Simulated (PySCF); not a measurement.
# MoOF4−: ligand-field states

Wanted: ligand-field states for MoOF4−.

Computed with PySCF 2.14.0 and routines of our own; the level stands in each step. Atoms count from 0.

### Step 1. The system as given

6 atoms, charge -1, states of the metal's open shell are computed; geometry from: model start, shaken.

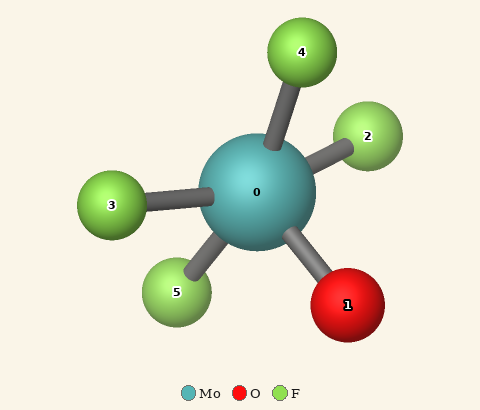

The starting geometry (molybdenum teal, oxygen red, fluorine green); sticks join atoms by distance alone.

### Step 2. Geometry optimisation at PBE0-D3(BJ)/def2-TZVP

Job settings and geometry (Å):

```
{"job": {"xc": "PBE0", "basis": "def2-TZVP", "d3": "d3bj", "grid": 1, "maxiter": 45, "kind": "geom"}, "charge": -1, "metal": "Mo", "open_shell": "d1"}
Mo     0.000020     0.004480    -0.004110
O     -0.013360    -0.006820     1.695130
F      1.822800     0.020100    -0.328630
F     -1.831200     0.007350    -0.315900
F      0.001580     1.807940    -0.321690
F      0.010430    -1.842060    -0.328110
```

The run is started by

```sh
$ OMP_NUM_THREADS=1 python lf_run.py task.json out
```

The driver reads the jobs from task.json and runs them one after another.

What it wrote:

```text
step   0  E = -542.85594758  max force = 0.122887
step   1  E = -542.87640031  max force = 0.011238
step   2  E = -542.86930914  max force = 0.027396
step   3  E = -542.87735102  max force = 0.010179
step   4  E = -542.88080623  max force = 0.011399
step   5  E = -542.88004050  max force = 0.014641
step   6  E = -542.88241862  max force = 0.007200
step   7  E = -542.88122749  max force = 0.010232
step   8  E = -542.88285541  max force = 0.002044
step   9  E = -542.88298342  max force = 0.002628
step  10  E = -542.88299944  max force = 0.000510
step  11  E = -542.88299879  max force = 0.000147
optimisation converged
```

Wall time 3.6 min (1 thread of Arm Neoverse V2, shared host); peak memory 0.63 GiB.

Along the way: (the energy doesn't fall at every step)

```
step  energy from step 0 (eV)  largest force component (eV/Å)
   0                   0.0000                          6.3191
   1                  -0.5565                          0.5779
   2                  -0.3636                          1.4088
   3                  -0.5824                          0.5234
   4                  -0.6764                          0.5862
   5                  -0.6556                          0.7529
   6                  -0.7203                          0.3702
   7                  -0.6879                          0.5262
   8                  -0.7322                          0.1051
   9                  -0.7357                          0.1351
  10                  -0.7361                          0.0262
  11                  -0.7361                          0.0076
```

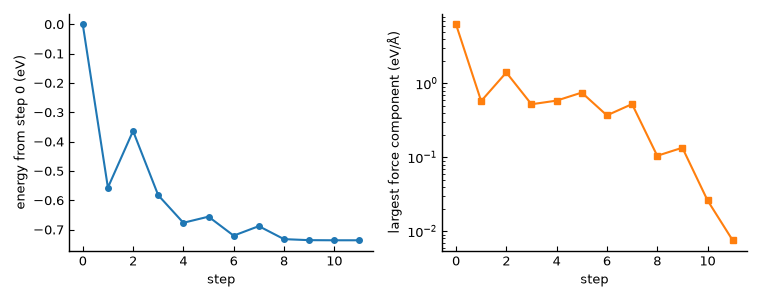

Energy and largest force along the relaxation.

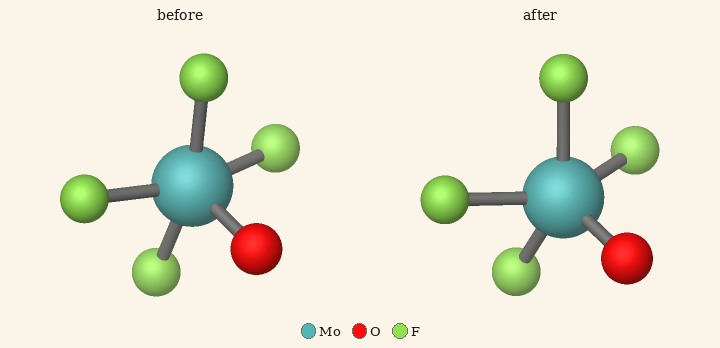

The geometry before (left) and after (right).

Close pairs (by a distance rule), those that changed most:

```
  bond  before (Å)  after (Å)  change (Å)
Mo0–F4       1.831      1.914      +0.082
Mo0–F2       1.852      1.914      +0.062
Mo0–F3       1.858      1.914      +0.056
Mo0–F5       1.875      1.914      +0.039
Mo0–O1       1.699      1.664      -0.035
```

The next job starts from the end point, and lists it.

```
                         at the end point                value
  point group (found at 0.08 Å tolerance)                  C4v
rotational constants (GHz, main isotopes)  2.587, 2.585, 2.019
                                     ⟨S²⟩                0.755
```

### Step 3. Ligand-field states: state-averaged CASSCF in dichloromethane

Job settings and geometry (Å):

```
{"job": {"kind": "lf", "basis": {"metal": "x2c-TZVPall", "ligand": "x2c-SVPall"}, "nevpt": true, "solvent": "dichloromethane"}, "charge": -1, "metal": "Mo", "open_shell": "d1"}
Mo     0.000000     0.000000     0.000000
O     -0.000000    -0.000000     1.664024
F      1.814922     0.000000    -0.606717
F     -1.814922     0.000000    -0.606717
F      0.000000     1.814922    -0.606717
F     -0.000000    -1.814922    -0.606717
```

With the program's defaults for keys left out, this is: state-averaged CASSCF of the metal d shell, SC-NEVPT2 on the averaged canonical orbitals, state-interaction spin-orbit coupling.

What it wrote:

```text
basis functions 133, electrons 87, active (1e, 5o)
stage 1: DIIS on the effective Fock matrix, level shift 0.30
cycle   1  E = -4517.3961987348  dE = -4.517e+03  max|g| = 1.296e+00
cycle   2  E = -4513.0739136367  dE =  4.322e+00  max|g| = 2.380e+00
cycle   3  E = -4516.8884169772  dE = -3.815e+00  max|g| = 1.069e+00
cycle   4  E = -4518.7638722249  dE = -1.875e+00  max|g| = 4.978e-01
cycle   5  E = -4519.0733608541  dE = -3.095e-01  max|g| = 1.003e-01
cycle   6  E = -4519.0874948772  dE = -1.413e-02  max|g| = 6.911e-02
cycle   7  E = -4519.0934530956  dE = -5.958e-03  max|g| = 2.693e-02
cycle   8  E = -4519.0950485975  dE = -1.596e-03  max|g| = 1.186e-02
cycle   9  E = -4519.0956086951  dE = -5.601e-04  max|g| = 7.268e-03
cycle  10  E = -4519.0958164358  dE = -2.077e-04  max|g| = 4.582e-03
cycle  11  E = -4519.0959093086  dE = -9.287e-05  max|g| = 2.559e-03
cycle  12  E = -4519.0959427339  dE = -3.343e-05  max|g| = 1.461e-03
cycle  13  E = -4519.0959543784  dE = -1.164e-05  max|g| = 7.531e-04
cycle  14  E = -4519.0959574561  dE = -3.078e-06  max|g| = 4.014e-04
cycle  15  E = -4519.0959582464  dE = -7.902e-07  max|g| = 2.107e-04
cycle  16  E = -4519.0959584301  dE = -1.837e-07  max|g| = 1.068e-04
cycle  17  E = -4519.0959584718  dE = -4.172e-08  max|g| = 5.498e-05
cycle  18  E = -4519.0959584810  dE = -9.177e-09  max|g| = 2.813e-05
cycle  19  E = -4519.0959584828  dE = -1.797e-09  max|g| = 1.386e-05
cycle  20  E = -4519.0959584831  dE = -3.156e-10  max|g| = 6.753e-06
converged average energy = -4519.0959584831

 mult deg   label        CASSCF/cm-1   NEVPT2/cm-1
   2   1   2B2                 0.0           0.0
   2   2   2E              16792.0       19680.4
   2   1   2B1             29219.5       30503.9
   2   1   2A1             34326.0       35428.0

spin-orbit levels / cm-1
      0.00  x2  2B2 1.00
  19306.31  x2  2E 1.00
  20085.91  x2  2E 1.00
  30583.33  x2  2B1 1.00
  35488.93  x2  2A1 1.00
```

It took 6.9 s on 1 thread of Arm Neoverse V2, shared host; peak memory 0.4 GiB.

Warnings kept with the result: an active orbital is not mainly the metal shell.

An active orbital is only 58 % metal, under the run's own bar for a metal shell, so levels, ζ, ground spin and magnetism of this run may not be those of the metal's shell and are not read here.

### Step 4. Ligand-field states: state-averaged CASSCF (basis x2c-TZVPall) in dichloromethane

Job settings and geometry (Å):

```
{"job": {"kind": "lf", "basis": "x2c-TZVPall", "nevpt": true, "solvent": "dichloromethane"}, "charge": -1, "metal": "Mo", "open_shell": "d1"}
Mo     0.000000     0.000000     0.000000
O     -0.000000    -0.000000     1.664024
F      1.814922     0.000000    -0.606717
F     -1.814922     0.000000    -0.606717
F      0.000000     1.814922    -0.606717
F     -0.000000    -1.814922    -0.606717
```

Level: state-averaged CASSCF of the metal d shell, SC-NEVPT2 on the averaged canonical orbitals, state-interaction spin-orbit coupling.

What it wrote:

```text
basis functions 218, electrons 87, active (1e, 5o)
stage 1: DIIS on the effective Fock matrix, level shift 0.30
cycle   1  E = -4517.9603221195  dE = -4.518e+03  max|g| = 1.193e+00
cycle   2  E = -4515.2551010016  dE =  2.705e+00  max|g| = 2.376e+00
cycle   3  E = -4518.0664233525  dE = -2.811e+00  max|g| = 8.738e-01
cycle   4  E = -4519.6197389863  dE = -1.553e+00  max|g| = 2.050e-01
cycle   5  E = -4519.6774711097  dE = -5.773e-02  max|g| = 8.320e-02
cycle   6  E = -4519.6862956622  dE = -8.825e-03  max|g| = 6.460e-02
cycle   7  E = -4519.6891706875  dE = -2.875e-03  max|g| = 1.779e-02
cycle   8  E = -4519.6899099597  dE = -7.393e-04  max|g| = 9.545e-03
cycle   9  E = -4519.6900682832  dE = -1.583e-04  max|g| = 5.477e-03
cycle  10  E = -4519.6901127153  dE = -4.443e-05  max|g| = 3.434e-03
cycle  11  E = -4519.6901259625  dE = -1.325e-05  max|g| = 2.014e-03
cycle  12  E = -4519.6901296825  dE = -3.720e-06  max|g| = 1.147e-03
cycle  13  E = -4519.6901308282  dE = -1.146e-06  max|g| = 6.095e-04
cycle  14  E = -4519.6901311527  dE = -3.246e-07  max|g| = 3.161e-04
cycle  15  E = -4519.6901312546  dE = -1.018e-07  max|g| = 1.619e-04
cycle  16  E = -4519.6901312839  dE = -2.930e-08  max|g| = 8.092e-05
cycle  17  E = -4519.6901312911  dE = -7.261e-09  max|g| = 3.979e-05
cycle  18  E = -4519.6901312930  dE = -1.849e-09  max|g| = 1.929e-05
cycle  19  E = -4519.6901312934  dE = -4.393e-10  max|g| = 9.190e-06
converged average energy = -4519.6901312934

 mult deg   label        CASSCF/cm-1   NEVPT2/cm-1
   2   1   2B2                 0.0           0.0
   2   2   2E              17044.2       19428.6
   2   1   2B1             29105.1       29946.9
   2   1   2A1             34294.5       34769.7

spin-orbit levels / cm-1
      0.00  x2  2B2 1.00
  19055.14  x2  2E 1.00
  19833.01  x2  2E 1.00
  30027.21  x2  2B1 1.00
  34831.43  x2  2A1 1.00
```

It took 15 s on 1 thread of Arm Neoverse V2, shared host; peak memory 0.73 GiB.

Warnings kept with the result: an active orbital is not mainly the metal shell.

An active orbital is only 57 % metal, under the run's own bar for a metal shell, so levels, ζ, ground spin and magnetism of this run may not be those of the metal's shell and are not read here.

### Step 5. What came out

| quantity | value |
| --- | --- |
| point group | C4v |
| rotational constants (main isotopes) | 2.59, 2.59, 2.02 GHz |

Over 11 steps the energy fell by 0.736 eV; of the close pairs, Mo0–F4 changed most, 1.831 to 1.914 Å. Steps 3, 4 are set aside: its active space failed the test for the metal's shell.
